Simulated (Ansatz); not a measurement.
# Work functions along the 4d row

How does the work function of the densest face change from element to element, and how far does electronegativity predict it?

How it was computed: Ansatz 0.2.0, plane waves with PAW datasets (its set soft_2) at their recommended cutoffs; symmetric slabs of 7 layers (11 for bcc (111)) cut at the tabulated experimental lattice constant, atoms at bulk places, 18 Å of vacuum, k-spacing 0.16 Å⁻¹ (2π included), Fermi-Dirac smearing of 0.1 eV, SCF threshold 1e-9 eV; spin-polarised where the metal is Fe, Co or Ni. The work function is the vacuum level less the Fermi level; differences are formed before rounding. PBE throughout; Pauling electronegativities.

Results:

```tsv
face	atoms per nm²	electronegativity	work function (eV)
Y(0001)	8.7	1.22	3.37
Zr(0001)	11.1	1.33	4.19
Nb(110)	13.0	1.60	4.54
Mo(110)	14.3	2.16	4.66
Ru(0001)	15.8	2.20	5.07
Rh(111)	16.0	2.28	5.17
Pd(111)	15.3	2.20	5.22
Ag(111)	13.8	1.93	4.45
Cd(0001)	13.0	1.69	3.88
```

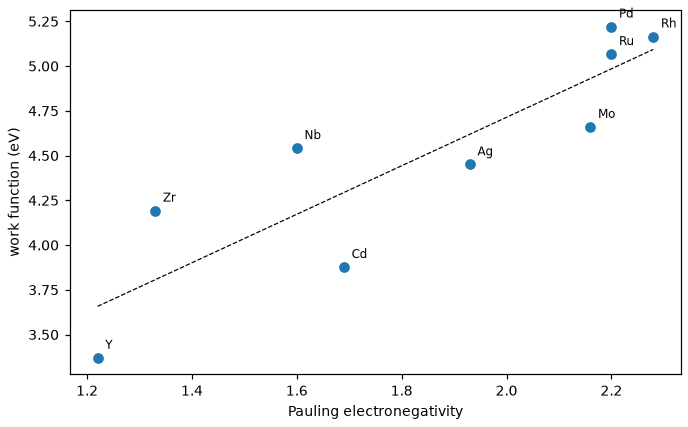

Work function against electronegativity, with a straight-line fit.

**Answer.** The values run from 3.37 eV (Y) to 5.22 eV (Pd). They follow electronegativity closely (correlation 0.88, slope 1.4 eV per unit), with Cd farthest from the line. The density of the top layer does about as well (0.92).

Caveats: One face stands for each metal, and other faces differ, by up to about an eV on some metals. Tc is missing from the set. The table is a selection: not every member that was run is listed.

[Logs are printed without paths, hosts, clocks, repeated set-up lines and the standing remarks that a program may print on its own settings, such as how far it seeks lower states.]
